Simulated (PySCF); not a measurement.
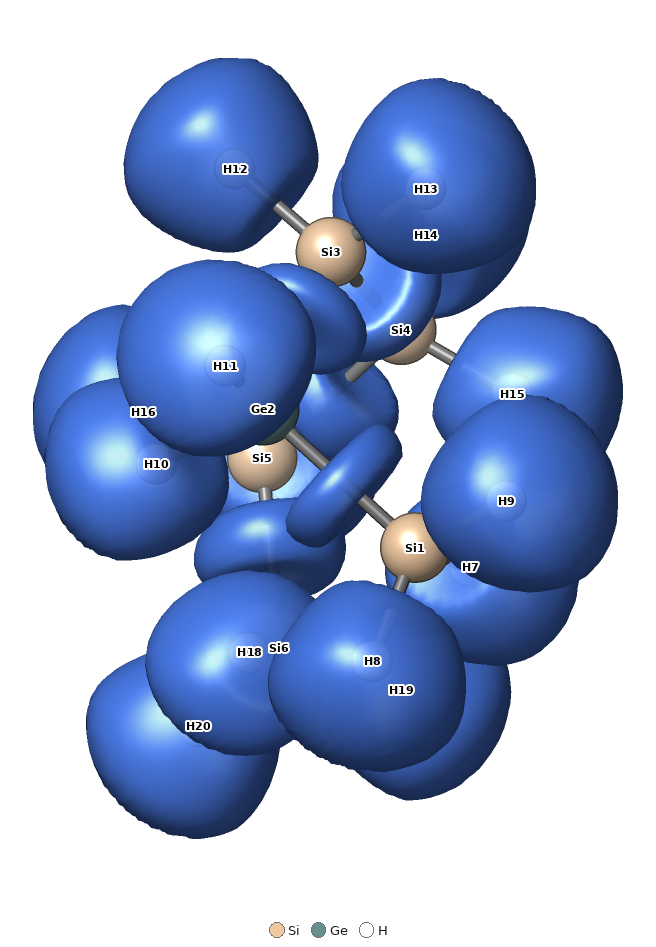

Figure 1: GeH₁₄Si₅. Isosurface of the ELF at 0.75 (blue), seen at an oblique angle. Only the valence region is drawn (cores and ρ < 0.01 e/Å³ removed).

Geometry: PBE0-D3(BJ)/def2-SVP.

Level of theory: PySCF, wB97X-D/def2-SVPD, SCF density, gas phase.

```yaml
atoms:
  - { symbol: Si, position_ang: [2.1710, -0.2306, -1.4591] }
  - { symbol: Ge, position_ang: [1.6182, -1.3821, 0.5539] }
  - { symbol: Si, position_ang: [1.0349, 0.2427, 2.1987] }
  - { symbol: Si, position_ang: [-0.6408, 1.6193, 1.3064] }
  - { symbol: Si, position_ang: [-2.3402, 0.2776, 0.3877] }
  - { symbol: Si, position_ang: [-1.9210, -0.3365, -1.8383] }
  - { symbol: H, position_ang: [1.1601, 0.8406, -1.7183] }
  - { symbol: H, position_ang: [2.2100, -1.1535, -2.6334] }
  - { symbol: H, position_ang: [3.5090, 0.4166, -1.3000] }
  - { symbol: H, position_ang: [0.4064, -2.3074, 0.3240] }
  - { symbol: H, position_ang: [2.8053, -2.2484, 1.0192] }
  - { symbol: H, position_ang: [0.5202, -0.4206, 3.4381] }
  - { symbol: H, position_ang: [2.2453, 1.0505, 2.5507] }
  - { symbol: H, position_ang: [-1.2180, 2.4983, 2.3729] }
  - { symbol: H, position_ang: [-0.0559, 2.4941, 0.2421] }
  - { symbol: H, position_ang: [-2.4951, -0.9570, 1.2222] }
  - { symbol: H, position_ang: [-3.6378, 1.0258, 0.4234] }
  - { symbol: H, position_ang: [-0.7492, -1.2598, -1.9308] }
  - { symbol: H, position_ang: [-1.6421, 0.8806, -2.6593] }
  - { symbol: H, position_ang: [-3.1177, -1.0361, -2.4007] }
```

> Where are the electrons localised?

At this value the surface marks out two regions between bonded Ge–Si atoms (shared pairs), three regions between bonded Si–Si atoms (shared pairs) and 14 regions around hydrogen nuclei. Along the contacts the grid gives the following. Si–Si (2.35 Å): the ELF peaks at about 1 between the atoms: a covalent bond. Si–Ge (2.38 Å): the ELF peaks at about 0.95 between the atoms: a shared electron pair.
